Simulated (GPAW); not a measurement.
## Core-hole calculation of the Li K edge in Li3Pb (I4/mmm)

What does one-electron theory with a core hole give for the Li K edge of Li3Pb (I4/mmm)?

Method: X-ray absorption from dipole matrix elements to empty bands, plane-wave PAW LDA, without spin-orbit coupling, in GPAW 26.7.0.

### 1. The starting structure

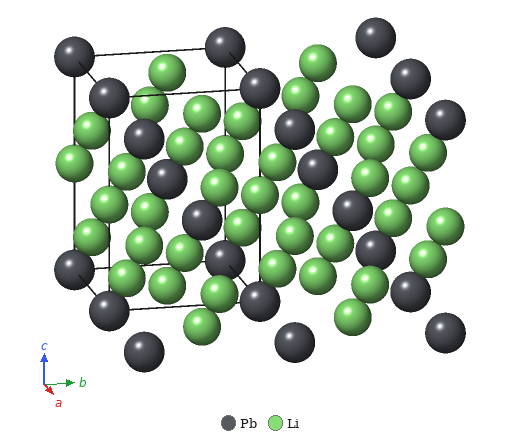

The starting structure, seen slightly off an axis (lead dark grey, lithium green). 2×2×1 cells are drawn. This picture shows the conventional cell, with its axes. Some periodic images of atoms are drawn too.

### 2. Ground state of the crystal

A plain self-consistent run shows whether there is a gap, which decides the set-up of the core-hole run.

Input file scf.py:

```python
import numpy as np
from ase import Atoms
from ase.parallel import parprint, paropen
from gpaw import GPAW, PW, FermiDirac, Mixer, MixerDif, setup_paths
from gpaw.test import gen
setup_paths.insert(0, '.')
gen('Li', name='nch1s', xcname='LDA', corehole=(1, 0, 0), write_xml=True)
from gpaw.mpi import world
world.barrier()

atoms = Atoms('PbLi3',
    cell=[[-2.33574273, 2.33574273, 3.34429219],
     [2.33574273, -2.33574273, 3.34429219],
     [2.33574273, 2.33574273, -3.34429219]],
    scaled_positions=[[0, 0, 0],
     [0.5, 0.5, 0],
     [0.25, 0.75, 0.5],
     [0.75, 0.25, 0.5]],
    pbc=True)
atoms.calc = calc = GPAW(legacy_gpaw=True, mode=PW(500, force_complex_dtype=True), xc='LDA', setups={1: 'nch1s'},
    kpts={'size': (8, 8, 8), 'gamma': True}, occupations=FermiDirac(0.05),
    charge=0, mixer=Mixer(0.1, 5, 50), maxiter=150,
    convergence={'density': 0.0001, 'eigenstates': 1e-6}, txt='scf.txt')
energy = atoms.get_potential_energy() + calc.get_reference_energy()
ef = calc.get_fermi_level()
out = dict(energy=energy, fermi=ef, forces=atoms.get_forces().tolist())
parprint(f'all-electron energy {energy:.4f} eV, Fermi level {ef:.4f} eV')
ev = np.array([[calc.get_eigenvalues(k, s) for k in range(len(calc.get_ibz_k_points()))] for s in range(calc.get_number_of_spins())])
out['homo'], out['lumo'], out['counts'] = ev[ev < ef].max(), ev[ev > ef].min(), sorted(set((ev < ef).sum((0, 2)).tolist()))
out['filled'] = (ev[:, 0] < ef).sum(1).tolist()
import json
with paropen('out.json', 'w') as f:
    json.dump(out, f)
```

Command:

```console
$ OMP_NUM_THREADS=1 mpirun -n 4 gpaw python scf.py
```

Numbers of over 12 decimals in the logs are rounded to 6 here.

Output:

```text
Input parameters:
  convergence: {density: 0.0001,
                eigenstates: 1e-06}
  kpts: {gamma: True,
         size: (8, 8, 8)}
  maxiter: 150
  mixer: {backend: pulay,
          beta: 0.1,
          method: separate,
          nmaxold: 5,
          weight: 50}
  mode: {ecut: 500.0,
         force_complex_dtype: True,
         name: pw}
  occupations: {fixmagmom: False,
                name: fermi-dirac,
                width: 0.05}
  setups: {1: nch1s}

Initialize ...

[... PAW data sets ...]

Reference energy: -567569.760027  # eV

Spin-paired calculation

[... convergence settings ...]
Symmetries present (total): 16
  [... symmetry matrices ...]

512 k-points: 8 x 8 x 8 Monkhorst-Pack grid + [1/16,1/16,1/16]
59 k-points in the irreducible part of the Brillouin zone
       k-points in crystal coordinates                weights
   0:     0.00000000    0.00000000    0.00000000          1/512
   1:     0.12500000   -0.12500000    0.00000000          4/512
   2:     0.12500000   -0.12500000    0.12500000          4/512
   3:     0.12500000    0.00000000    0.00000000          8/512
   4:     0.12500000    0.12500000   -0.12500000          2/512
   5:     0.25000000   -0.25000000    0.00000000          4/512
   6:     0.25000000   -0.25000000    0.12500000          8/512
   7:     0.25000000   -0.25000000    0.25000000          4/512
   8:     0.25000000   -0.12500000    0.00000000         16/512
   9:     0.25000000   -0.12500000    0.12500000          8/512
          ...
  58:     0.50000000    0.50000000    0.50000000          1/512

Wave functions: Plane wave expansion
  Cutoff energy: 500.000 eV
  Number of coefficients (min, max): 1828, 1871
  Pulay-stress correction: 0.000000 eV/Ang^3 (de/decut=0.000000)
  Using FFTW library
  Wavefunction extrapolation:
    Improved wavefunction reuse through dual PAW basis

Occupation numbers: Fermi-Dirac:
  width: 0.0500  # eV

Eigensolver
   Davidson(niter=2)

Densities:
  Coarse grid: 25*25*25 grid
  Fine grid: 50*50*50 grid
  Total Charge: 0.000000

Density mixing:
  Method: separate
  Backend: pulay
  Linear mixing parameter: 0.1
  old densities: 5
  Width of damping distribution: 1.1
  Damping of long wavelength oscillations: 50

[... Hamiltonian set-up ...]
Number of atoms: 4
Number of atomic orbitals: 21
Number of bands in calculation: 15
Number of valence electrons: 17
Bands to converge: occupied

... initialized

Initializing position-dependent things.

Density initialized from atomic densities
Creating initial wave functions:
  15 bands from LCAO basis set

       Li
         Li
             Li

       Pb

Atomic positions and initial magnetic moments

Positions:
   0 Pb     0.000000    0.000000    0.000000    ( 0.0000,  0.0000,  0.0000)
   1 Li     0.000000    0.000000    3.344292    ( 0.0000,  0.0000,  0.0000)
   2 Li     2.335743    0.000000    1.672146    ( 0.0000,  0.0000,  0.0000)
   3 Li    -0.000000    2.335743    1.672146    ( 0.0000,  0.0000,  0.0000)

Unit cell:
           periodic     x           y           z      points  spacing
  1. axis:    yes   -2.335743    2.335743    3.344292    25     0.1532
  2. axis:    yes    2.335743   -2.335743    3.344292    25     0.1532
  3. axis:    yes    2.335743    2.335743   -3.344292    25     0.1321

  Lengths:   4.700604   4.700604   4.700604
  Angles:  120.409413 120.409413  89.292326

Effective grid spacing dv^(1/3) = 0.1672

iter:   1   -12.548078
iter:   2   -12.435313   -1.74  -1.28
iter:   3   -12.192786   -1.19  -1.34
iter:   4   -12.201043   -2.21  -1.70
iter:   5   -12.188106   -2.73  -1.81
iter:   6   -12.188034   -3.06  -2.22
iter:   7   -12.187759c  -4.85  -2.65
iter:   8   -12.188012c  -3.95  -2.32
iter:   9   -12.188004c  -5.38  -3.31
iter:  10   -12.188009c  -6.03c -3.24
iter:  11   -12.188036c  -5.43  -3.28
iter:  12   -12.188038c  -5.94  -3.76
iter:  13   -12.188037c  -6.64c -3.93
iter:  14   -12.188038c  -8.29c -4.07c

Converged after 14 iterations.

Dipole moment: (0.000000, 0.000000, 0.000000) |e|*Ang

Energy contributions relative to reference atoms: (reference = -567569.760027)

Kinetic:        +10.490811
Potential:       -8.838391
External:        +0.000000
XC:             -13.881296
Entropy (-ST):   -0.012303
Local:           +0.046990
SIC:             +0.000000
--------------------------
Free energy:    -12.194189
Extrapolated:   -12.188038

Showing only first 2 kpts
 Kpt  Band  Eigenvalues  Occupancy
  0     6      4.68541    0.00000
  0     7      4.68541    0.00000
  0     8      4.71256    0.00000
  0     9      5.94956    0.00000

  1     6      3.66813    0.01177
  1     7      3.91655    0.00008
  1     8      3.94294    0.00005
  1     9      6.96191    0.00000

Fermi level: 3.41165

No gap
No difference between direct/indirect transitions

Forces in eV/Ang:
  0 Pb    0.00000    0.00000   -0.00000
  1 Li    0.00000    0.00000    0.00000
  2 Li    0.00000    0.00000    0.00000
  3 Li    0.00000   -0.00000    0.00000
Scalar-relativistic atomic LDA calculation for Li (Lithium, Z=3)
Core hole in 1s state (1s occupation: 2.0)
300 radial gridpoints.
|------------------------------------------------|
|------------------------------------------------|
[... the atom generator's iteration count ...]

Energy contributions:
-------------------------
Kinetic:       +7.239206
XC:            -1.652020
Potential:    -12.922674
-------------------------
Total:         -7.335488

state      eigenvalue         ekin         rmax
-----------------------------------------------
1s^2.0 :    -1.878344     3.502985        0.365
2s^1.0 :    -0.105610     0.233235        3.124
2p^0.0 :    -0.041382     0.137004        3.898
-----------------------------------------------
(units: Bohr and Hartree)

Generating PAW setup
Kinetic energy of the core from tauc = 7.006868
Cutoffs:
rc(s)=2.000
rc(p)=2.000
rc(d)=2.000
rc(vbar)=1.800
rc(comp)=2.000
rc(nct)=2.000

Kinetic energy of the core states: 7.005971
Charge: 0.0
Core electrons: 2.0
Valence electrons: 1.0
Pseudo-core charge: 0.168869
Shape function alpha=2.500
Pseudo-electron charge 1.164086
state    eigenvalue         norm
--------------------------------
2s(1) :    -0.105610     0.995217
*s    :     0.894390
2p(0) :    -0.041382     0.995581
*p    :     0.958618
*d    :     0.000000
--------------------------------

Diagonalizing with gridspacing h=0.050

state   all-electron     PAW
-------------------------------
2s:      -0.105610    -0.105589
2p:      -0.041382    -0.041286
*d:                    0.026692
*f:                    0.061621
-------------------------------
all-electron energy -567581.9481 eV, Fermi level 3.4116 eV
```

Wall time 9.6 s (4 MPI ranks of Intel Xeon Platinum 8488C (Sapphire Rapids), shared host); peak memory 0.2 GiB; 34 s of CPU time.

The mesh shows no gap, so the system is treated as a metal and the core electron is put at the Fermi level (neutral cell).

### 3. Spectrum without a core hole, Li atom 2

This cheap baseline ignores the attraction of the hole: it shows the absorber's empty states as they are in the ground state. The data set with a hole of occupation 0 only carries the core orbital.

The absorber has 8 Li at 2.87 Å, 4 Pb at 3.30 Å and 2 Pb at 3.34 Å (cube and octahedron, as in bcc, site symmetry 4/mmm).

Input file xas.py:

```python
import numpy as np
from ase import Atoms
from ase.parallel import parprint, paropen
from gpaw import GPAW, PW, FermiDirac, Mixer, MixerDif, setup_paths
from gpaw.test import gen
setup_paths.insert(0, '.')
gen('Li', name='nch1s', xcname='LDA', corehole=(1, 0, 0), write_xml=True)
from gpaw.mpi import world
world.barrier()

atoms = Atoms('PbLi3',
    cell=[[-2.33574273, 2.33574273, 3.34429219],
     [2.33574273, -2.33574273, 3.34429219],
     [2.33574273, 2.33574273, -3.34429219]],
    scaled_positions=[[0, 0, 0],
     [0.5, 0.5, 0],
     [0.25, 0.75, 0.5],
     [0.75, 0.25, 0.5]],
    pbc=True)
atoms.calc = calc = GPAW(legacy_gpaw=True, mode=PW(500, force_complex_dtype=True), xc='LDA', setups={1: 'nch1s'},
    kpts={'size': (10, 10, 10), 'gamma': True}, occupations=FermiDirac(0.1),
    charge=0, mixer=Mixer(0.1, 5, 50), maxiter=150,
    convergence={'density': 0.0001, 'eigenstates': 1e-6}, txt='scf.txt')
energy = atoms.get_potential_energy() + calc.get_reference_energy()
ef = calc.get_fermi_level()
out = dict(energy=energy, fermi=ef, forces=atoms.get_forces().tolist())
parprint(f'all-electron energy {energy:.4f} eV, Fermi level {ef:.4f} eV')
ev = np.array([[calc.get_eigenvalues(k, s) for k in range(len(calc.get_ibz_k_points()))] for s in range(calc.get_number_of_spins())])
out['homo'], out['lumo'], out['counts'] = ev[ev < ef].max(), ev[ev > ef].min(), sorted(set((ev < ef).sum((0, 2)).tolist()))
out['filled'] = (ev[:, 0] < ef).sum(1).tolist()

from ase.units import Ha
from gpaw.xas import dipole_matrix_elements
nb = int(calc.get_number_of_electrons() / 2) + 47
top, nb = nb, nb + 8 + nb // 12
nscf = calc.fixed_density(kpts={'size': (6, 6, 6), 'gamma': True}, nbands=nb,
    convergence={'bands': top, 'eigenstates': 5e-3}, maxiter=60, txt='nscf.txt')
cell = atoms.cell.array
ops = [cell.T @ U.T @ np.linalg.inv(cell.T) for U in nscf.wfs.kd.symmetry.op_scc]
E = np.arange(-25, 34, 0.1)
fwhm = np.interp(E, [4, 25], [0.9, 3.5])
Y, X, zero, highest = 0, 0, 1e9, 1e9
for spin in range(nscf.get_number_of_spins()):
    wfs = nscf.wfs
    mine = wfs.bd.get_slice()  # this rank's bands
    A = dipole_matrix_elements(wfs.setups[1])
    eps = np.zeros((wfs.kd.nibzkpts, nb))
    d = np.zeros((3, A.shape[1], wfs.kd.nibzkpts, nb), complex)
    for kpt in wfs.kpt_u:
        if kpt.s == spin and 1 in kpt.P_ani:
            eps[kpt.k, mine] = kpt.eps_n * Ha
            d[:, :, kpt.k, mine] = (kpt.weight * wfs.nspins / 2) ** 0.5 * np.inner(A, kpt.P_ani[1])
    world.sum(eps)
    world.sum(d)
    T = np.einsum('amkn,bmkn->abkn', d, d.conj()).real
    T = sum(np.einsum('ai,ijkn,bj->abkn', R, T, R) for R in ops) / len(ops)
    empty = eps > ef
    zero, highest = min(zero, eps[empty].min()), min(highest, eps[:, top - 1].min())
    lines = [(eps, T, empty)] if spin == 0 else lines + [(eps, T, empty)]
for eps, T, empty in lines:
    f = np.einsum('aakn->akn', T).reshape(3, -1)
    x = eps.ravel() - zero
    w = np.interp(x, E, fwhm) / 2.35482
    g = np.exp(-0.5 * ((E[:, None] - x) / w) ** 2) / (w * (2 * np.pi) ** 0.5)
    Y = Y + (f * empty.ravel()) @ g.T
    X = X + (f * ~empty.ravel()) @ g.T
out.update(E=E.round(2).tolist(), xas=Y.tolist(), xes=X.tolist(), zero=zero, valid=highest - zero, nk=len(eps), nb=nb)
for i in range(0, len(E), 10):
    parprint(f'{E[i]:7.2f}', *(f'{v:10.3e}' for v in Y[:, i]))
import json
with paropen('out.json', 'w') as f:
    json.dump(out, f)
```

Command:

```console
$ OMP_NUM_THREADS=1 mpirun -n 4 gpaw python xas.py
```

Output:

```text
Input parameters:
  convergence: {density: 0.0001,
                eigenstates: 1e-06}
  kpts: {gamma: True,
         size: (10, 10, 10)}
  maxiter: 150
  mixer: {backend: pulay,
          beta: 0.1,
          method: separate,
          nmaxold: 5,
          weight: 50}
  mode: {ecut: 500.0,
         force_complex_dtype: True,
         name: pw}
  occupations: {fixmagmom: False,
                name: fermi-dirac,
[...]
*p    :     0.958618
*d    :     0.000000
--------------------------------

Diagonalizing with gridspacing h=0.050

state   all-electron     PAW
-------------------------------
2s:      -0.105610    -0.105589
2p:      -0.041382    -0.041286
*d:                    0.026692
*f:                    0.061621
-------------------------------
all-electron energy -567581.9564 eV, Fermi level 3.3932 eV
[...]
32.00  1.794e-03  1.794e-03  1.842e-03
  33.00  1.702e-03  1.702e-03  1.779e-03
[key lines of the parts left out:]
Converged after 14 iterations.
Dipole moment: (0.000000, 0.000000, 0.000000) |e|*Ang
Free energy:    -12.217249
Fermi level: 3.39318
```

It took 17 s on 4 MPI ranks; peak memory 0.26 GiB.

The Li K spectrum, Li atom 2, no core hole (energy from the lowest empty level; intensity scaled to a mean of 1 over the first 20 eV; polarised curves are means over the symmetry-equivalent atoms):

| E (eV) | isotropic | ε ⊥ c | ε ∥ c |
| --- | --- | --- | --- |
| -2.0 | 0.00 | 0.00 | 0.00 |
| -0.5 | 0.02 | 0.02 | 0.02 |
| 1.0 | 0.07 | 0.07 | 0.07 |
| 2.5 | 1.24 | 1.19 | 1.34 |
| 4.0 | 0.99 | 0.99 | 1.01 |
| 5.5 | 0.89 | 0.89 | 0.91 |
| 7.0 | 1.00 | 1.03 | 0.94 |
| 8.5 | 0.90 | 0.92 | 0.85 |
| 10.0 | 0.97 | 0.98 | 0.96 |
| 11.5 | 1.97 | 1.97 | 1.96 |
| 13.0 | 1.46 | 1.44 | 1.49 |
| 14.5 | 0.98 | 0.97 | 1.00 |
| 16.0 | 0.76 | 0.75 | 0.77 |
| 17.5 | 0.94 | 0.93 | 0.96 |
| 19.0 | 1.12 | 1.11 | 1.14 |
| 20.5 | 1.03 | 1.03 | 1.04 |
| 22.0 | 1.00 | 1.00 | 1.00 |
| 23.5 | 0.85 | 0.87 | 0.82 |
| 25.0 | 0.58 | 0.60 | 0.53 |
| 26.5 | 0.41 | 0.43 | 0.39 |
| 28.0 | 0.43 | 0.43 | 0.42 |
| 29.5 | 0.51 | 0.51 | 0.51 |

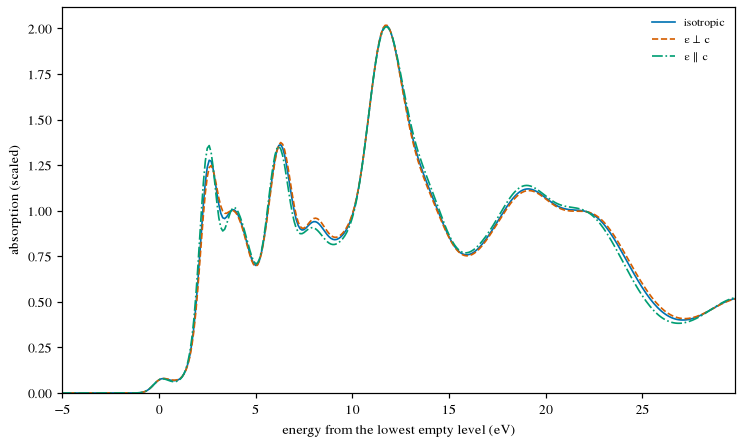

The Li K edge, Li atom 2, no core hole: main maxima at 2.6, 6.3 and 11.8 eV.

Main maxima below 24 eV (height): 2.6 eV (1.28), 3.8 eV (1.00), 6.3 eV (1.36), 8.0 eV (0.94), 11.8 eV (2.01) and 19.1 eV (1.12). A K edge sees empty p states on the absorber.

The same matrix elements for filled bands give the Li K emission of Li atom 2 (ground-state approximation; energy from the lowest empty level, largest value 1):

| E (eV) | emission |
| --- | --- |
| -24.0 | 0.00 |
| -22.5 | 0.00 |
| -21.0 | 0.00 |
| -19.5 | 0.00 |
| -18.0 | 0.00 |
| -16.5 | 0.01 |
| -15.0 | 0.00 |
| -13.5 | 0.00 |
| -12.0 | 0.00 |
| -10.5 | 0.00 |
| -9.0 | 0.03 |
| -7.5 | 0.02 |
| -6.0 | 0.00 |
| -4.5 | 0.00 |
| -3.0 | 0.26 |
| -1.5 | 0.93 |
| 0.0 | 0.30 |
| 1.5 | 0.00 |
| 3.0 | 0.00 |

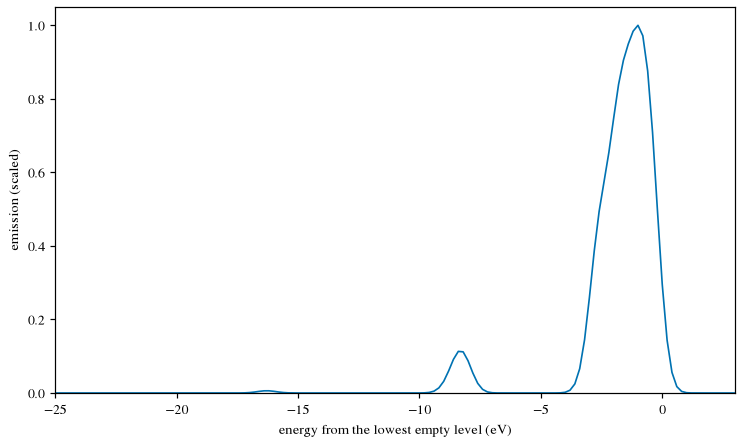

X-ray emission from the filled bands.

Emission maxima: -8.4 eV (0.11) and -1.0 eV (1.00).

### 4. Spectrum without a core hole, Li atom 3

This cheap baseline ignores the attraction of the hole: it shows the absorber's empty states as they are in the ground state. The data set with a hole of occupation 0 only carries the core orbital.

The absorber has 1 Li at 2.87 Å, 1 Pb at 2.87 Å, 2 Li at 2.87 Å, 2 Pb at 2.87 Å, 1 Li at 2.87 Å, 1 Pb at 2.87 Å and 6 Li at 3.30 to 3.34 Å (cube and octahedron, as in bcc, site symmetry -4m2).

Edit xas.py of step 3 so:

```diff
@@ -19,3 +19,3 @@
     pbc=True)
-atoms.calc = calc = GPAW(legacy_gpaw=True, mode=PW(500, force_complex_dtype=True), xc='LDA', setups={1: 'nch1s'},
+atoms.calc = calc = GPAW(legacy_gpaw=True, mode=PW(500, force_complex_dtype=True), xc='LDA', setups={2: 'nch1s'},
     kpts={'size': (10, 10, 10), 'gamma': True}, occupations=FermiDirac(0.1),
@@ -45,3 +45,3 @@
     mine = wfs.bd.get_slice()  # this rank's bands
-    A = dipole_matrix_elements(wfs.setups[1])
+    A = dipole_matrix_elements(wfs.setups[2])
     eps = np.zeros((wfs.kd.nibzkpts, nb))
@@ -49,5 +49,5 @@
     for kpt in wfs.kpt_u:
-        if kpt.s == spin and 1 in kpt.P_ani:
+        if kpt.s == spin and 2 in kpt.P_ani:
             eps[kpt.k, mine] = kpt.eps_n * Ha
-            d[:, :, kpt.k, mine] = (kpt.weight * wfs.nspins / 2) ** 0.5 * np.inner(A, kpt.P_ani[1])
+            d[:, :, kpt.k, mine] = (kpt.weight * wfs.nspins / 2) ** 0.5 * np.inner(A, kpt.P_ani[2])
     world.sum(eps)
```

Output:

```text
Input parameters:
  convergence: {density: 0.0001,
                eigenstates: 1e-06}
  kpts: {gamma: True,
         size: (10, 10, 10)}
  maxiter: 150
  mixer: {backend: pulay,
          beta: 0.1,
          method: separate,
          nmaxold: 5,
          weight: 50}
  mode: {ecut: 500.0,
         force_complex_dtype: True,
         name: pw}
  occupations: {fixmagmom: False,
                name: fermi-dirac,
[...]
*p    :     0.958618
*d    :     0.000000
--------------------------------

Diagonalizing with gridspacing h=0.050

state   all-electron     PAW
-------------------------------
2s:      -0.105610    -0.105589
2p:      -0.041382    -0.041286
*d:                    0.026692
*f:                    0.061621
-------------------------------
all-electron energy -567581.9618 eV, Fermi level 3.3927 eV
[...]
32.00  1.966e-03  1.966e-03  1.956e-03
  33.00  1.846e-03  1.846e-03  1.862e-03
[key lines of the parts left out:]
Converged after 14 iterations.
Dipole moment: (-0.000555, 0.000555, -0.000000) |e|*Ang
Free energy:    -12.222593
Fermi level: 3.39271
```

It took 17 s on 4 MPI ranks; peak memory 0.26 GiB.

The Li K spectrum, Li atom 3, no core hole (energy from the lowest empty level; intensity scaled to a mean of 1 over the first 20 eV; polarised curves are means over the symmetry-equivalent atoms):

| E (eV) | isotropic | ε ⊥ c | ε ∥ c |
| --- | --- | --- | --- |
| -2.0 | 0.00 | 0.00 | 0.00 |
| -0.5 | 0.04 | 0.04 | 0.05 |
| 1.0 | 0.13 | 0.13 | 0.12 |
| 2.5 | 0.60 | 0.60 | 0.60 |
| 4.0 | 1.16 | 1.15 | 1.17 |
| 5.5 | 0.91 | 0.91 | 0.93 |
| 7.0 | 0.71 | 0.73 | 0.66 |
| 8.5 | 1.22 | 1.19 | 1.29 |
| 10.0 | 1.85 | 1.87 | 1.80 |
| 11.5 | 2.16 | 2.16 | 2.15 |
| 13.0 | 1.35 | 1.35 | 1.36 |
| 14.5 | 0.86 | 0.87 | 0.84 |
| 16.0 | 0.66 | 0.67 | 0.66 |
| 17.5 | 0.81 | 0.81 | 0.81 |
| 19.0 | 0.86 | 0.86 | 0.87 |
| 20.5 | 0.85 | 0.84 | 0.87 |
| 22.0 | 0.92 | 0.90 | 0.95 |
| 23.5 | 0.99 | 0.98 | 1.00 |
| 25.0 | 0.92 | 0.94 | 0.88 |
| 26.5 | 0.73 | 0.75 | 0.70 |
| 28.0 | 0.63 | 0.63 | 0.64 |
| 29.5 | 0.64 | 0.63 | 0.64 |

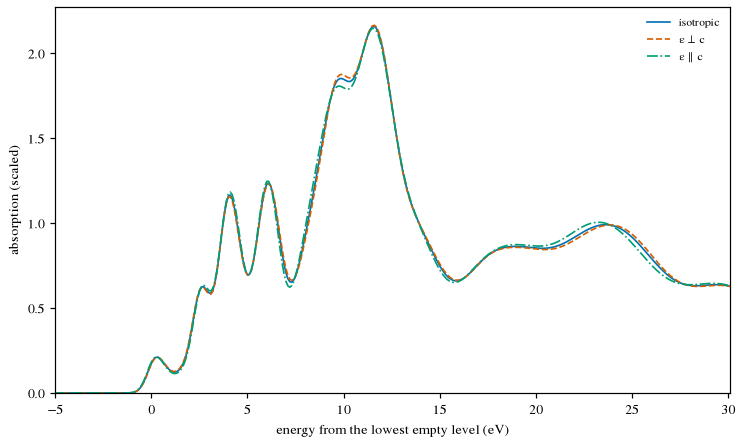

The Li K edge, Li atom 3, no core hole: main maxima at 4.1, 6.1 and 11.6 eV.

Main maxima below 24 eV (height): 0.3 eV (0.21), 4.1 eV (1.17), 6.1 eV (1.24), 11.6 eV (2.16) and 23.6 eV (0.99). 

The same matrix elements for filled bands give the Li K emission of Li atom 3 (ground-state approximation; energy from the lowest empty level, largest value 1):

| E (eV) | emission |
| --- | --- |
| -24.0 | 0.00 |
| -22.5 | 0.00 |
| -21.0 | 0.00 |
| -19.5 | 0.00 |
| -18.0 | 0.00 |
| -16.5 | 0.02 |
| -15.0 | 0.00 |
| -13.5 | 0.00 |
| -12.0 | 0.00 |
| -10.5 | 0.00 |
| -9.0 | 0.05 |
| -7.5 | 0.04 |
| -6.0 | 0.00 |
| -4.5 | 0.00 |
| -3.0 | 0.32 |
| -1.5 | 0.87 |
| 0.0 | 0.31 |
| 1.5 | 0.00 |
| 3.0 | 0.00 |

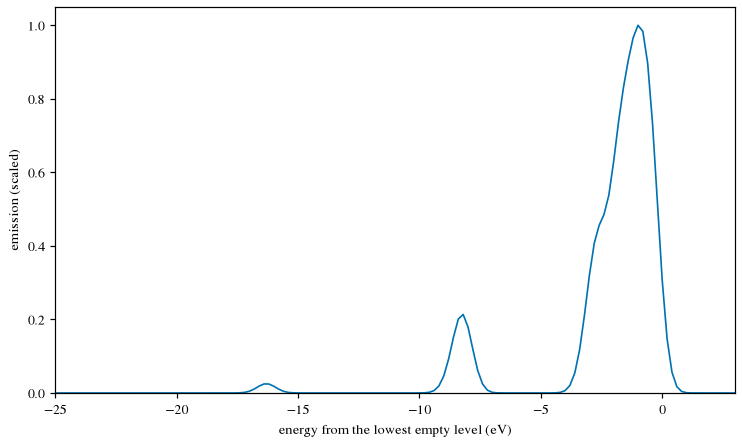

X-ray emission from the filled bands.

Emission maxima: -8.2 eV (0.21) and -1.0 eV (1.00).

(Continued in part 2 of 3.)

[Banner, clock and machine lines of the logs are left out without a mark of their own.]

[Logs are printed without paths, hosts, clocks, repeated set-up lines and the standing remarks that a program may print on its own settings, such as how far it seeks lower states.]

[Hosts, paths, dates, database ids (printed as entryN), source tags and the programs' standing remarks are cut or masked in the printed files.]

[Lists of maxima count a maximum above −3 eV only where it reaches 4 % of the highest in the window and stands out from its surroundings by 2 % of it (1.5 % where it reaches 55 %); shoulders and weaker maxima are passed over, and of the rest the first, up to two pre-edge ones and the few strongest are named.]
